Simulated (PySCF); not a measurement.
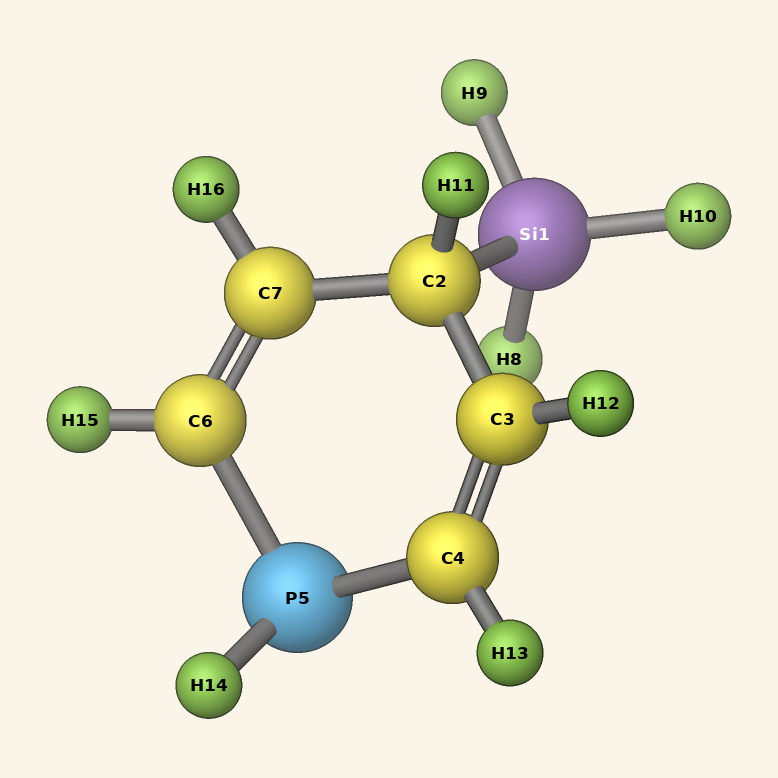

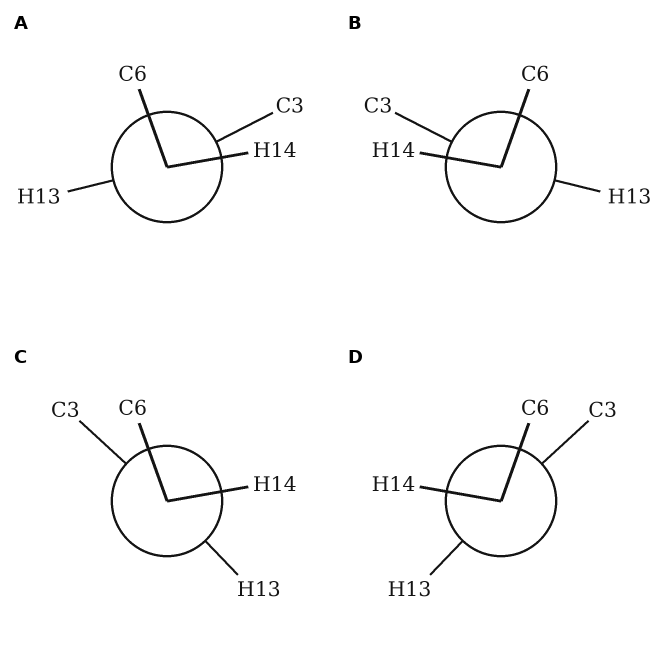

Atoms fade into the background with distance from the viewer. Bonds that would overlap in a projection are set slightly apart. Computed geometry: PBE0-D3(BJ)/def2-SVP optimisation. No frequency run is at hand to confirm it as a minimum.

Which Newman projection shows the view along P5–C4, with P5 in front?

Answer. C. The torsion angle C6–P5–C4–C3 is −28°, synperiplanar.
